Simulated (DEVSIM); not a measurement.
Structure: illuminated Si n-on-p cell, one wavelength, at 300 K.

```
layer (left to right)  material  thickness (μm)  Nd (cm⁻³)  Na (cm⁻³)  τn (s)   τp (s)  absorption coefficient (cm⁻¹)
---------------------  --------  --------------  ---------  ---------  ------  -------  -----------------------------
1                            Si          0.0610     1.1e18          -    1e-5   2.7e-6                           1600
2                            Si             250          -     4.4e15  0.0042  0.00014                           1600
```

Left contact: ohmic, minority hole recombination velocity 300 cm/s. Right contact: ohmic, minority electron recombination velocity 4e6 cm/s. Voltage is applied to the left contact. Recombination: SRH at mid-gap, radiative, Auger. Light enters at the left, 1.1e17 photons cm⁻² s⁻¹, one pass, no reflection. Mobility is μmin + (μ − μmin)/(1 + (N/Nref)^α).

Constants are typed, rounded textbook-type inputs, not results; the design itself was drawn at random and stands for no fabricated device. Values at 300 K.

| parameter | Si |
|---|---|
| gap (eV) | 1.124 |
| affinity (eV) | 4.05 |
| permittivity | 11.7 |
| Nc (cm⁻³) | 2.86e19 |
| Nv (cm⁻³) | 3.1e19 |
| μn (cm²/Vs) | 1417 |
| μp (cm²/Vs) | 470 |
| μn,min | 52 |
| μp,min | 45 |
| Nref,n | 9.7e16 |
| Nref,p | 2.2e17 |
| αn | 0.68 |
| αp | 0.72 |
| B (cm³/s) | 4.7e-15 |
| Cn (cm⁶/s) | 2.8e-31 |
| Cp (cm⁶/s) | 9.9e-32 |

DEVSIM, 1D drift-diffusion, Boltzmann statistics, complete ionisation; no tunnelling, impact ionisation, image-force lowering or self-heating.

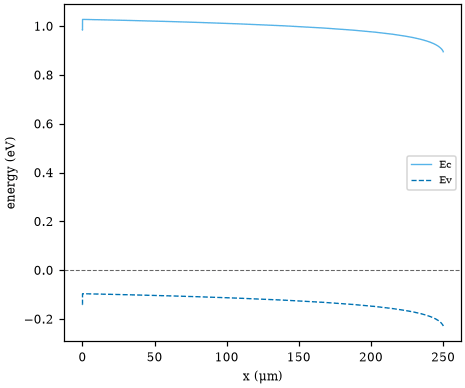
Figure: Band edges at -0.9 V on the left contact, in the dark

Energies count from the Fermi level of the right contact; mesh points crowd at the junctions.

| x (μm) | Ec (eV) | Ev (eV) | n (cm⁻³) | p (cm⁻³) | field (V/cm) |
|---|---|---|---|---|---|
| 0.000 | 0.984 | -0.140 | 1.1e18 | 4.0e16 | -2100 |
| 0.02266 | 0.983 | -0.141 | 1.1e18 | 3.8e16 | ≈ 0 |
| 0.04567 | 0.984 | -0.140 | 1.1e18 | 3.9e16 | 990 |
| 0.06766 | 1.019 | -0.105 | 2.9e17 | 1.5e17 | 14000 |
| 0.1331 | 1.027 | -0.097 | 2.1e17 | 2.1e17 | ≈ 0 |
| 0.2545 | 1.027 | -0.097 | 2.1e17 | 2.1e17 | ≈ 0 |
| 0.5495 | 1.027 | -0.097 | 2.1e17 | 2.1e17 | ≈ 0 |
| 1.644 | 1.027 | -0.097 | 2.1e17 | 2.1e17 | ≈ 0 |
| 3.672 | 1.027 | -0.097 | 2.0e17 | 2.1e17 | ≈ 0 |
| 8.602 | 1.026 | -0.098 | 2.0e17 | 2.0e17 | ≈ 0 |
| 20.22 | 1.025 | -0.099 | 1.9e17 | 1.9e17 | ≈ 0 |
| 60.79 | 1.019 | -0.105 | 1.6e17 | 1.6e17 | ≈ 0 |
| 139.5 | 1.001 | -0.123 | 9.3e16 | 9.7e16 | ≈ 0 |
| 203.1 | 0.975 | -0.149 | 4.2e16 | 4.7e16 | ≈ 0 |
| 234.5 | 0.946 | -0.178 | 1.6e16 | 2.1e16 | -15 |
| 243.5 | 0.928 | -0.196 | 7.8e15 | 1.2e16 | -27 |
| 247.3 | 0.915 | -0.209 | 3.9e15 | 8.3e15 | -45 |
| 248.8 | 0.906 | -0.218 | 1.9e15 | 6.3e15 | -66 |
| 249.7 | 0.900 | -0.224 | 7.5e14 | 5.1e15 | -94 |
| 249.9 | 0.897 | -0.227 | 3.9e14 | 4.8e15 | -120 |
| 250.0 | 0.896 | -0.228 | 2.3e14 | 4.6e15 | -170 |
| 250.1 | 0.895 | -0.229 | 1.5e14 | 4.4e15 | -250 |
